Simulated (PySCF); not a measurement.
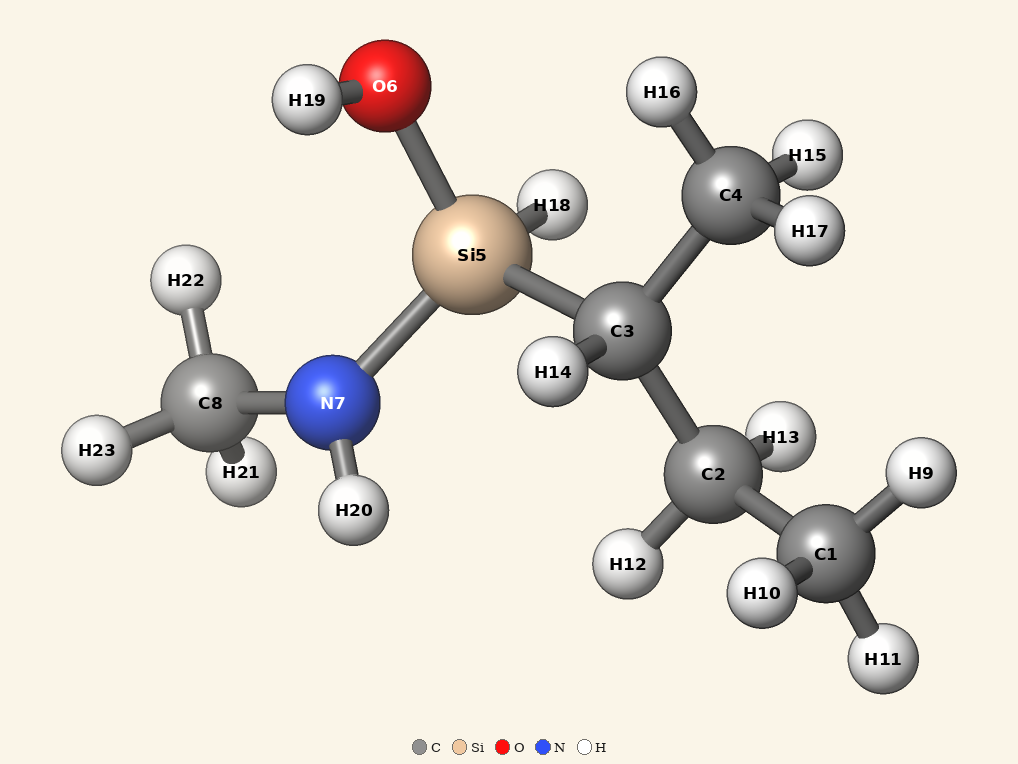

Computed geometry: PBE0-D3(BJ)/def2-SVP optimisation. No frequency run is at hand to confirm it as a minimum. Properties computed with delta-SCF UKS SCAN, pcX-2 on the ionised atom, pcseg-1 elsewhere, spin-free X2C (PySCF 2.14.0).

Give the core-electron binding energies (to vacuum; p and d levels without spin–orbit splitting) of C1 1s, C2 1s, C3 1s, C4 1s, Si5 1s, Si5 2p, O6 1s, N7 1s, C8 1s.

```
atom  level  binding energy (eV)
  C1     1s                290.4
  C2     1s                290.4
  C3     1s                289.8
  C4     1s                290.3
 Si5     1s               1846.6
 Si5     2p                106.8
  O6     1s                537.9
  N7     1s                404.2
  C8     1s                291.5
```
